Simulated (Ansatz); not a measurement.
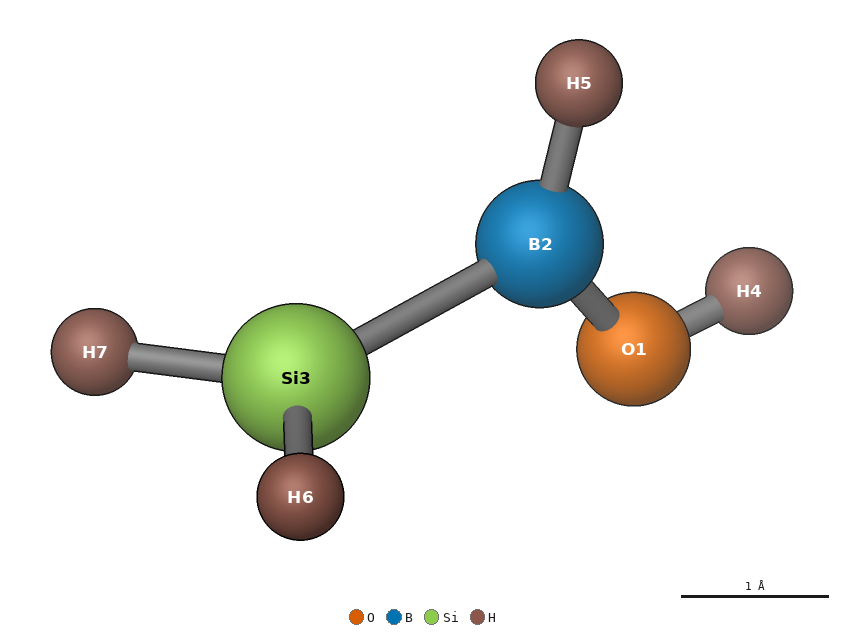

Numbered structure. State: charge +1, singlet. Computed geometry: PBE0-D4/def2-TZVP optimisation. No frequency run is at hand to confirm it as a minimum.

List the bonds and their lengths.

| bond | length (Å) |
| --- | --- |
| O1–B2 | 1.320 |
| O1–H4 | 0.967 |
| B2–Si3 | 2.055 |
| B2–H5 | 1.195 |
| Si3–H6 | 1.480 |
| Si3–H7 | 1.480 |
